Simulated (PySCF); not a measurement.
Consider C6H6BF2N (charge +1, doublet).

Input

```
{"job": {"kind": "epr", "basis": "pcH-1"}, "charge": 1, "multiplicity": 2}
N      0.988462    -1.884299     0.146188
C      0.165812    -0.855084     0.037081
C     -1.239080    -1.097542    -0.091292
C     -2.120793    -0.056182    -0.202570
C     -1.645880     1.263120    -0.194713
C     -0.274349     1.522245    -0.071108
C      0.655240     0.504113     0.046607
B      2.182061     0.874214     0.185900
F      2.578291     2.111754     0.193588
F      3.113213    -0.047609     0.303610
H      1.990173    -1.757794     0.241550
H      0.630930    -2.832347     0.136639
H     -1.586951    -2.120232    -0.096797
H     -3.179087    -0.246834    -0.297416
H     -2.338989     2.086555    -0.283505
H      0.073348     2.544866    -0.065174
```

Command:

```sh
OMP_NUM_THREADS=1 python probes_run.py task.json out
```

Geometry: GFN2-xTB.

Computed with UKS B3LYP, pcH-1 on B C F H N, non-relativistic, mean-field spin-orbit, GIAO (PySCF).

> What will maps of the electron density, electron localisation function and spin density show?

B–F (1.30 Å): the density is about 2.4 e/Å³ at the midpoint; the ELF peaks at about 0.85 between the atoms (a polar covalent bond).
C–N (1.32 Å): ρ at the midpoint is about 2.5 e/Å³; the ELF peaks at about 0.90 between the atoms, as expected for localised, covalent bonding.
C–C (1.37 Å): ρ is about 2.2 e/Å³ halfway; the ELF peaks at about 0.95 between the atoms (a covalent bond).
C–B (1.58 Å): ρ at the midpoint is about 1.4 e/Å³; the ELF peaks at about 1 between the atoms, as expected for a shared electron pair.
The unpaired spin (1 electron) lies mostly on N1 (about 0.3), C5 (about 0.3), C3 (about 0.2), C7 (about 0.1) and C2 (about 0.1), in electrons by Hirshfeld's partition.

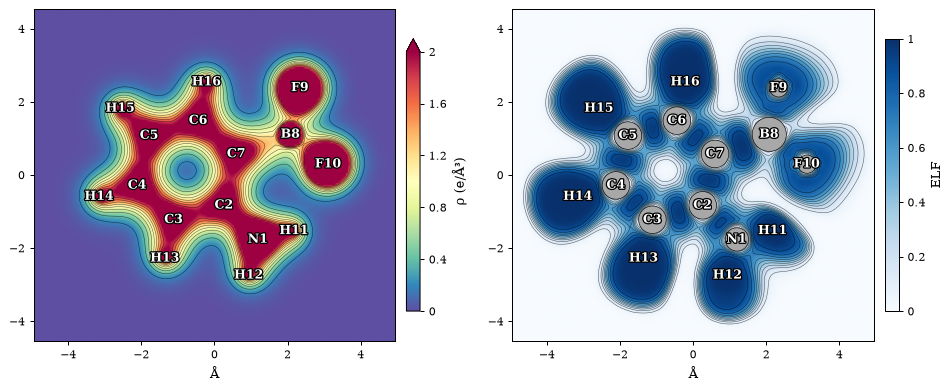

Computed electron density and electron localisation function on the molecular plane, in this order. Grey discs cover the atomic cores in the ELF map. 
